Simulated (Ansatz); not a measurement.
# CHF2 (difluoromethyl radical): levels of theory compared

Wanted: a comparison of 6 runs (UBLYP/STO-3G, UCAM-B3LYP/STO-3G, USVWN5/STO-3G, RPA@PBE/STO-3G, UCCSD/STO-3G, UCCSD(T)/STO-3G) of CHF2 (difluoromethyl radical). 

The results are computed with Ansatz 0.2.0.

57 further runs of the same task are left out: 10 that didn't finish, 47 set aside as unsound or not needed.

**1. The molecule**

The species is CHF2 (4 atoms), meant as a doublet with charge 0. As SMILES, `F[CH]F`. The F3–C2 distance was set to 2.641 Å, away from the relaxed value. At this shape a bond of the SMILES string is far longer than usual.

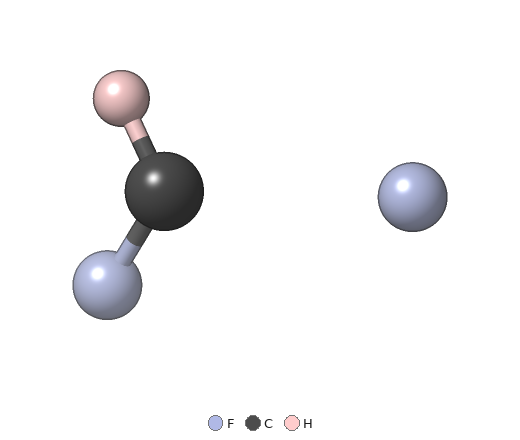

The structure, seen from a chosen angle (fluorine light blue, carbon dark grey, hydrogen pink).

**2. A single-point energy at UBLYP/STO-3G (run 1)**

in.yaml reads:

```yaml
crystal:
  periodic: [false, false, false]
  atoms:
    - {symbol: F, position_ang: [-1.602704, 1.494813, 0.132303]}
    - {symbol: C, position_ang: [-0.355904, 1.293613, 0.518403]}
    - {symbol: F, position_ang: [0.433100, -1.166800, -0.029600]}
    - {symbol: H, position_ang: [0.341996, 2.068913, 0.200903]}
basis:
  gaussian:
    orbitals: STO-3G
magnetization:
  spin_polarized: true
  initial_magnetization: 1
hamiltonian:
  xc: {name: BLYP}
accuracy: high
```

Run with:

```console
ansatz run in.yaml --threads 1 --pin off --max-ram 2610MiB --events-out events.jsonl --progress --plain --runs-dir runs
```

Output:

```text
Warning: RAYON_NUM_THREADS=1 ignored (pool sized by the plan → 1); use --threads N
Functional definition: BLYP
  name "BLYP"
  parameter beta = 0.0042
  parameter a = 0.04918
  parameter b = 0.132
  parameter c = 0.2533
  parameter d = 0.349
  exchange = b88_x(beta = beta)
  correlation = lyp_c(a = a, b = b, c = c, d = d)
253 factors; integrals over basis functions are off by at most 3.3e-8 eV
mean field evaluation 1: about -6372.2437 eV, gradient 2.8e1 eV
mean field evaluation 2: about -5986.1803 eV, gradient 2.9e1 eV
mean field evaluation 4: about -6372.1984 eV, gradient 1.2e1 eV
mean field evaluation 8: about -6385.6803 eV, gradient 1.6e0 eV
mean field evaluation 16: about -6385.7786 eV, gradient 6.6e-5 eV
mean field evaluation 32: about -6383.6502 eV, gradient 5.3e0 eV
mean field evaluation 64: about -6384.9959 eV, gradient 7.8e0 eV
mean field evaluation 96: about -6385.4904 eV, gradient 1.7e0 eV
mean field -6385.77861214 eV, -234.6730355601 hartree, gradient 1.7e-8 eV, S^2 1.052502; 10 other end points of the search recorded, 0 dependent functions left out
reference -6385.77863799 eV, -234.6730365097 hartree; 13, 12 occupied and 3, 4 virtual orbitals, 253 factors
Total energy: -6385.77863799 eV, -234.6730365097 hartree
```

Wall time 3.3 s (1 thread of Arm Neoverse V1, shared host); peak memory 0.11 GiB.

**3. The energy at UCAM-B3LYP/STO-3G (run 2)**

molecule.yaml reads:

```yaml
crystal:
  periodic: [false, false, false]
  atoms:
    - symbol: F
      position_ang: [-1.602704, 1.494813, 0.132303]
    - symbol: C
      position_ang: [-0.355904, 1.293613, 0.518403]
    - symbol: F
      position_ang: [0.433100, -1.166800, -0.029600]
    - symbol: H
      position_ang: [0.341996, 2.068913, 0.200903]
basis:
  gaussian:
    orbitals: STO-3G
magnetization:
  spin_polarized: true
  initial_magnetization: 1
accuracy: high
hamiltonian:
  xc: {name: CAM-B3LYP}
```

Run with:

```console
ansatz run molecule.yaml --threads 1 --pin off --max-ram 2610MiB --events-out events.jsonl --progress --plain --runs-dir runs
```

Output, cut to the lines that bear on the results:

```text
Warning: RAYON_NUM_THREADS=1 ignored (pool sized by the plan → 1); use --threads N
Functional definition: CAM-B3LYP
  name "CAM-B3LYP"
[...]
253 factors; integrals over basis functions are off by at most 3.3e-8 eV
143 factors; integrals over basis functions are off by at most 6.7e-10 eV
[...]
mean field -6385.26833335 eV, -234.6542831601 hartree, gradient 4.1e-8 eV, S^2 1.239828; 6 other end points of the search recorded, 0 dependent functions left out
reference -6385.26834255 eV, -234.6542834982 hartree; 13, 12 occupied and 3, 4 virtual orbitals, 253 factors
Total energy: -6385.26834255 eV, -234.6542834982 hartree
```

Wall time 5.7 s (1 thread of Arm Neoverse V1, shared host); peak memory 0.12 GiB.

Runs 3 to 5 aren't shown in full; the table further down has their settings and results.

**4. A single-point energy at UCCSD(T)/STO-3G (run 6)**

Changes to in.yaml since step 2:

```diff
@@ -8,9 +8,7 @@
 basis:
-  gaussian:
-    orbitals: STO-3G
-magnetization:
-  spin_polarized: true
-  initial_magnetization: 1
-hamiltonian:
-  xc: {name: BLYP}
+  gaussian: {orbitals: STO-3G}
+total_charge: 0
+magnetization: {spin_polarized: true, initial_magnetization: 1}
+correlation: {method: ccsd_t, frozen_orbitals: {C: 1, F: 1, H: 0}}
 accuracy: high
+scf: {omitted_lower_state_checks: [cluster_reference, increment]}
```

Run with:

```console
ansatz run in.yaml --threads 1 --pin off --max-ram 2610MiB --events-out events.jsonl --progress --plain --runs-dir runs
```

Output:

```text
Warning: RAYON_NUM_THREADS=1 ignored (pool sized by the plan → 1); use --threads N
[... 16 lines left out ...]
3 core orbitals not correlated: weight in the atoms' cores, before any rotation towards them, 1.000 or more for the frozen orbitals, at most 0.000 for the correlated occupied ones
[... 152 lines left out ...]
Total energy: -6366.08867511 eV, -233.9494437204 hartree
Checks for a lower state left out: cluster_reference, increment
```

It took 0.97 s on 1 thread of Arm Neoverse V1, shared host.

**5. Overview of the runs**

```tsv
run	level	frozen core orbitals	energy (Eh)	⟨S²⟩	wall time
1	UBLYP/STO-3G	–	-234.673037	1.053	3.3 s
2	UCAM-B3LYP/STO-3G	–	-234.654283	1.240	5.7 s
3	USVWN5/STO-3G	–	-233.049703	0.865	1.8 s
4	RPA@PBE/STO-3G	3	-234.010408	1.081	4.5 s
5	UCCSD/STO-3G	3	-233.947237	1.746	0.95 s
6	UCCSD(T)/STO-3G	3	-233.949444	1.746	0.97 s
```

**6. Results**

| quantity | value |
| --- | --- |
| run 6: total energy | -233.94944 Eh |
| run 6: correlation energy (3 core orbitals frozen) | -64.0 mEh |
| run 6: (T) correction | -2.21 mEh |
| run 6: ⟨S²⟩ of the reference determinant | 1.746 |
| run 6: T1 diagnostic | 0.016 |

Totals of different functionals can't be ranked against each other. In runs 1, 2, 3, 4, 5, 6 the basis is minimal, so the values are rough. Spin contamination of the reference: run 5 ⟨S²⟩ = 1.75, run 6 ⟨S²⟩ = 1.75, run 2 ⟨S²⟩ = 1.24, run 4 ⟨S²⟩ = 1.08, run 1 ⟨S²⟩ = 1.05, run 3 ⟨S²⟩ = 0.87. Where it is this large, the reference is a mixture of spin states, and values that rest on it are in doubt. All runs together took 17 s, the longest 5.7 s.
